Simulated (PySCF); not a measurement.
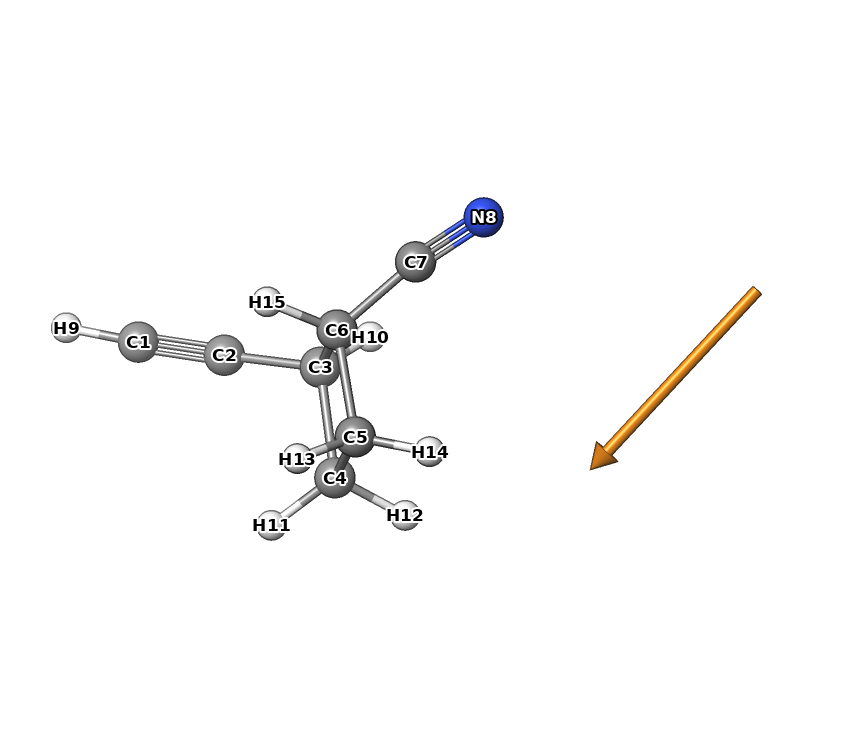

The arrow beside the molecule shows the direction of the dipole moment, from the negative to the positive end (its length means nothing). Geometry: a frame of a GFN2-xTB molecular-dynamics simulation, not a minimum. Method: PBE0/pcSseg-1, gas phase (PySCF 2.14.0).

Q: How large is the dipole moment?

A: 3.78 D; it points from the side of N8 to the side of H9, H11 (the outermost atoms at the two ends).
